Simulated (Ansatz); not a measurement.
C$_{4}$H$_{9}$N: several calculations on one system

Part 1: Relaxation

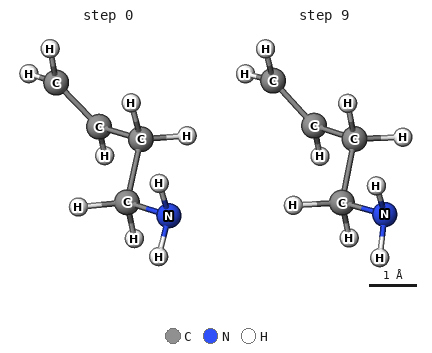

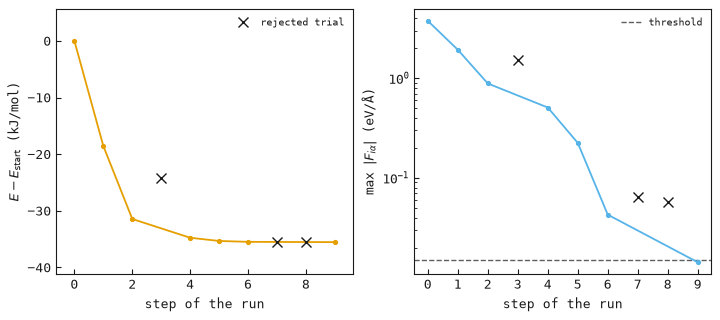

First and last geometry of a relaxation of C$_{4}$H$_{9}$N, with the history of the run. The picture is a ball-and-stick view, seen from a free direction.

The run prepares an end point of a later path (inversion) calculation, from a guessed geometry.

Theory: Ansatz, RHF/6-31G*. Set-up: no spin polarisation; force threshold 0.015 eV/Å; at most 40 steps.

### Did the run converge, and what did it change?

It converged. The energy falls by 35.5 kJ/mol in 6 accepted moves (9 points after the start). Largest force component: 3.8 eV/Å at the start, 0.014 eV/Å at the end. The line search rejected the trial steps at points 3, 7, 8 of the run. An H atom moves most after the best rigid fit: 0.11 Å. Largest moves by element: H 0.11 Å, C 0.08 Å, N 0.04 Å. Among the contacts that change: C–H 1.135 → 1.087 Å, C–H 1.048 → 1.087 Å, C–H 1.107 → 1.076 Å, C–C 1.559 → 1.530 Å. Bond angles that change, for instance: C–N–H 104.3° → 110.6°, C–C–H 104.8° → 109.3°, C–C–H 105.1° → 109.5°.

Part 2: Relaxation

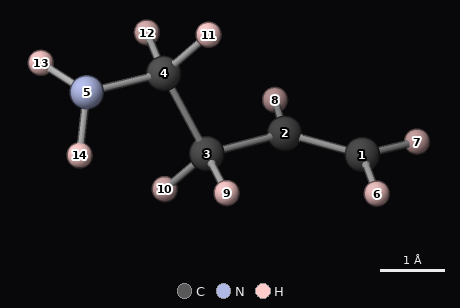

C₄H₉N, before the relaxation. The picture is a ball-and-stick view, seen at a tilt.

The run prepares an end point of a later path (inversion) calculation, from a guessed geometry.

The calculation used Ansatz 0.2.0, RHF/6-31G*.

Input file:
```yaml
crystal:
  periodic: [false, false, false]
  atoms:
    - { symbol: C, position_ang: [-0.7134, 1.7109, 1.5203] }
    - { symbol: C, position_ang: [-1.0566, 0.7782, 0.6369] }
    - { symbol: C, position_ang: [-0.183, 0.3562, -0.501] }
    - { symbol: C, position_ang: [0.3601, -1.0964, -0.339] }
    - { symbol: "N", position_ang: [1.1486, -1.5264, -1.4605] }
    - { symbol: H, position_ang: [0.1706, 2.3248, 1.4557] }
    - { symbol: H, position_ang: [-1.4337, 2.0264, 2.2992] }
    - { symbol: H, position_ang: [-1.9671, 0.2793, 0.718] }
    - { symbol: H, position_ang: [0.7384, 1.0192, -0.4935] }
    - { symbol: H, position_ang: [-0.6893, 0.4872, -1.4088] }
    - { symbol: H, position_ang: [0.8157, -1.2446, 0.6298] }
    - { symbol: H, position_ang: [-0.5733, -1.7538, -0.2938] }
    - { symbol: H, position_ang: [0.70237, -2.29435, -1.8586] }
    - { symbol: H, position_ang: [1.1192, -0.74646, -2.09833] }
basis:
  gaussian: { orbitals: "6-31G*" }
hamiltonian:
  xc: hf
relax:
  f_tol: 0.015
  max_steps: 40
```

Command:
```bash
ansatz run input.yaml --threads 1 --pin off --max-ram 2048MiB --backend cpu --events-out ev --progress --plain --runs-dir out
```

Q: Predict the outcome.

A: H14 moves most after the best rigid fit: 0.83 Å. By element the largest moves are H 0.83 Å, N 0.18 Å, C 0.16 Å. Near-neighbour distances that change, for instance: C3–H9 1.135 → 1.084 Å, C4–H12 1.143 → 1.093 Å, C3–H10 1.048 → 1.090 Å, C2–H8 1.041 → 1.080 Å. Among the angles between lasting bonds that change: N5–C4–H11 115.3° → 108.1°, C4–N5–H14 104.3° → 110.6°, N5–C4–H12 107.9° → 113.2°. Groups turn about C4–N5 by about 60°. The energy falls by 0.540 eV in 16 accepted moves (22 points after the start). The largest force component goes from 3.5 to 0.0098 eV/Å. The line search rejected the trial steps at points 7, 11, 14, 16, 17, 19 of the run.

Step by step:

| step | E − E(0), eV | largest force component, eV/Å | note |
| --- | --- | --- | --- |
| 0 | 0.0000 | 3.5217 |  |
| 1 | -0.2171 | 2.1554 |  |
| 2 | -0.3571 | 1.3446 |  |
| 3 | -0.3672 | 0.4896 |  |
| 4 | -0.4206 | 0.4149 |  |
| 5 | -0.4413 | 0.2323 |  |
| 6 | -0.4910 | 0.2826 |  |
| 7 | -0.4548 | 1.4386 | rejected |
| 8 | -0.4949 | 0.9028 |  |
| 9 | -0.5265 | 0.3718 |  |
| 10 | -0.5329 | 0.3275 |  |
| 11 | -0.5092 | 0.9080 | rejected |
| 12 | -0.5375 | 0.1409 |  |
| 13 | -0.5376 | 0.2364 |  |
| 14 | -0.5374 | 0.1311 | rejected |
| 15 | -0.5394 | 0.1598 |  |
| 16 | -0.5318 | 0.5239 | rejected |
| 17 | -0.5393 | 0.1063 | rejected |
| 18 | -0.5401 | 0.0347 |  |
| 19 | -0.5400 | 0.1070 | rejected |
| 20 | -0.5402 | 0.0152 |  |
| 21 | -0.5403 | 0.0169 |  |
| 22 | -0.5403 | 0.0098 |  |

The structure at the end:

```xyz
14

C    -0.7528    1.7281    1.5898
C    -1.0429    0.8429    0.6563
C    -0.1308    0.4414   -0.4708
C     0.2399   -1.0417   -0.4257
N     1.0993   -1.3816   -1.5491
H     0.1895    2.2492    1.6046
H    -1.4483    1.9719    2.3734
H    -2.0038    0.3508    0.6863
H     0.7789    1.0311   -0.4524
H    -0.6230    0.6488   -1.4210
H     0.7877   -1.2406    0.4890
H    -0.6720   -1.6423   -0.3835
H     1.4207   -2.3276   -1.4772
H     0.5962   -1.3103   -2.4132
```

After the run, drawn alike:

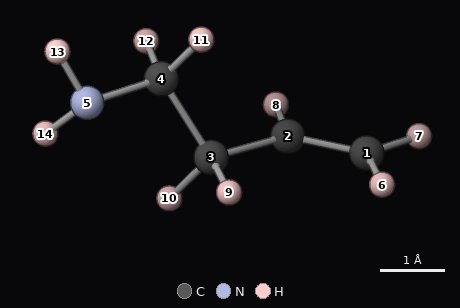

Part 3: Path

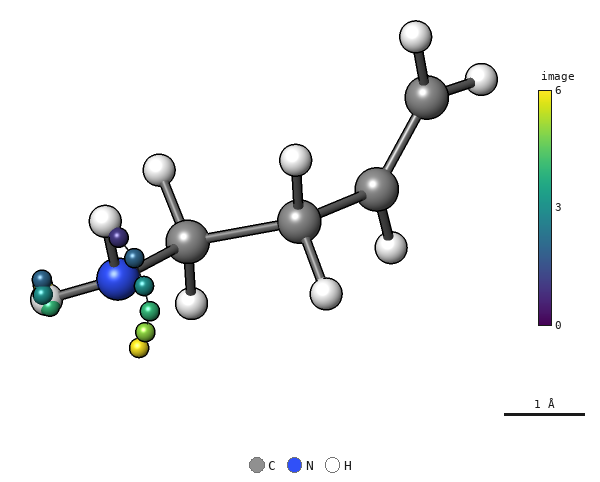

A search for the minimum-energy path of C₄H₉N by the nudged elastic band. Images are numbered from 0 (start) to 6 (end). The start is drawn whole; smaller spheres mark the moving atoms (H) in the later images, joined by lines and coloured by the number of the image. A ball-and-stick model, seen from a free direction.

These are results of Ansatz, RHF/6-31G*, not measurements.

The input:
```yaml
crystal:
  periodic: [false, false, false]
  atoms:
    - { symbol: C, position_ang: [-0.772615, 1.760265, 1.515942] }
    - { symbol: C, position_ang: [-1.035045, 0.798089, 0.653245] }
    - { symbol: C, position_ang: [-0.127483, 0.355758, -0.46189] }
    - { symbol: C, position_ang: [0.32685, -1.096779, -0.308502] }
    - { symbol: "N", position_ang: [1.130595, -1.496051, -1.453332] }
    - { symbol: H, position_ang: [0.144095, 2.324226, 1.475721] }
    - { symbol: H, position_ang: [-1.466107, 2.026787, 2.293679] }
    - { symbol: H, position_ang: [-1.97162, 0.266664, 0.734715] }
    - { symbol: H, position_ang: [0.742921, 1.006045, -0.505348] }
    - { symbol: H, position_ang: [-0.639277, 0.446827, -1.416] }
    - { symbol: H, position_ang: [0.842156, -1.211593, 0.646858] }
    - { symbol: H, position_ang: [-0.544991, -1.742785, -0.27385] }
    - { symbol: H, position_ang: [1.357924, -2.470481, -1.407315] }
    - { symbol: H, position_ang: [1.999497, -0.996371, -1.464923] }
basis:
  gaussian: { orbitals: "6-31G*" }
hamiltonian:
  xc: hf
neb:
  order_check: false
  images: 5
  f_tol: 0.05
  max_iterations: 60
  initial_path: idpp
  final_atoms:
    - { symbol: C, position_ang: [-0.83987347, 1.74928929, 1.53623615] }
    - { symbol: C, position_ang: [-1.01883059, 0.81712607, 0.62074541] }
    - { symbol: C, position_ang: [0.00260504, 0.39920018, -0.40184933] }
    - { symbol: C, position_ang: [0.4104348, -1.06776851, -0.25827058] }
    - { symbol: "N", position_ang: [1.37726888, -1.42570683, -1.28457067] }
    - { symbol: H, position_ang: [0.08181291, 2.30119009, 1.61173943] }
    - { symbol: H, position_ang: [-1.61004227, 2.00256983, 2.24323644] }
    - { symbol: H, position_ang: [-1.96380727, 0.29541813, 0.58684787] }
    - { symbol: H, position_ang: [0.88950968, 1.01863834, -0.32873162] }
    - { symbol: H, position_ang: [-0.4075886, 0.5506898, -1.40029145] }
    - { symbol: H, position_ang: [0.87884583, -1.21052869, 0.70950753] }
    - { symbol: H, position_ang: [-0.48379412, -1.6957347, -0.27076511] }
    - { symbol: H, position_ang: [1.71801804, -2.35687544, -1.14250572] }
    - { symbol: H, position_ang: [0.95234114, -1.40690656, -2.19232835] }
```

Launched with:
```bash
ansatz run input.yaml --threads 1 --pin off --max-ram 2048MiB --backend cpu --events-out ev --progress --plain --runs-dir out
```

Question: What moves, how far, and at what cost in energy?

Answer: The motion is an umbrella inversion at the N atom. No bond forms or breaks between the ends. Among the angles between lasting bonds that change up to the highest image: H–N–H 106.8° → 117.4°, C–N–H 110.9° → 121.2°. The two ends have nearly the same energy, and the highest point, image 3, lies 0.283 eV above the start. The band converged in 6 iterations. The largest component of the band force went from 1.4 to 0.049 eV/Å. The climbing image converged on the top of the path. Its vibrational analysis gives 2 imaginary modes over 30i cm⁻¹, so it isn't confirmed as a transition state.

Cost: 75 s on 1 thread of Arm Neoverse V1 (shared host), peak memory 0.18 GiB.
